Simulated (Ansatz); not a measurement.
```xyz
11

Cl    2.4401   -1.2738    0.5579
Ge    1.3358    0.5861    0.6648
C    -0.0814    0.5860   -0.6671
Ge   -1.3624   -0.8180   -0.2551
H     0.7161    0.7430    2.0769
H     2.2972    1.7696    0.3877
H    -0.5966    1.5682   -0.6564
H     0.3544    0.4073   -1.6714
H    -0.6477   -2.1930   -0.2848
H    -1.9561   -0.5735    1.1556
H    -2.4994   -0.8018   -1.3081
```

Not at a stationary point (largest force 0.8 eV/Å).

Computed with SCF r2SCAN, Gaussian basis in Ansatz 0.2.0.

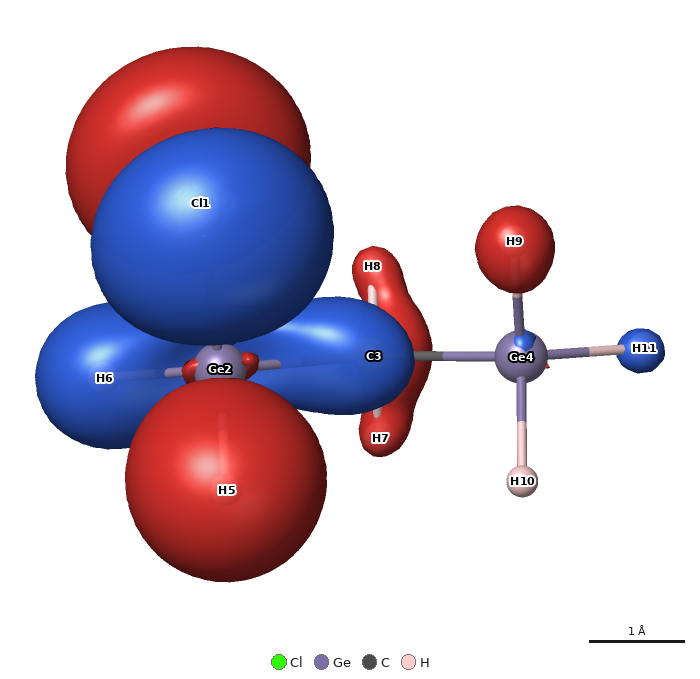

CH₇ClGe₂. The HOMO−1 at ±0.08 Å⁻³ᐟ² (red and blue are the two phases), seen from one side.

> Describe this orbital and give its energy.

Its weight (Hirshfeld) is mainly on Cl1 (about 70 %), Ge2 (about 10 %) and H5 (about 10 %); largely a lone pair of Cl1. Its energy is −7.58 eV.
